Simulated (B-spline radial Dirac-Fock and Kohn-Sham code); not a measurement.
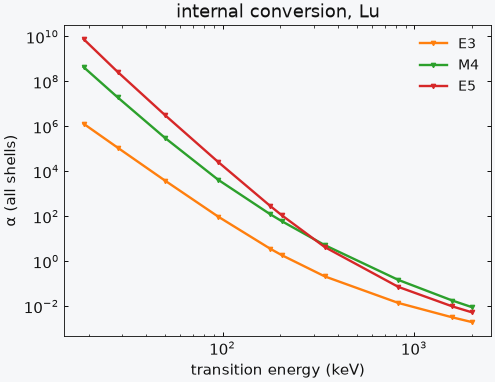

Figure. Total internal conversion coefficients against transition energy, at the marked points and joined by straight lines (also across edges). The total sums all shells and leaves out internal pair formation. System: lutetium (Z = 71). Method: a Dirac–Hartree–Slater potential of the neutral atom, no hole, surface-current nucleus (computed with a radial B-spline solver).

E3 goes from 1.30 × 10⁶ at 18.8 keV to 0.00193 at 2000 keV; M4 goes from 4.32 × 10⁸ at 18.8 keV to 0.00888 at 2000 keV; E5 goes from 7.63 × 10⁹ at 18.8 keV to 0.00523 at 2000 keV.
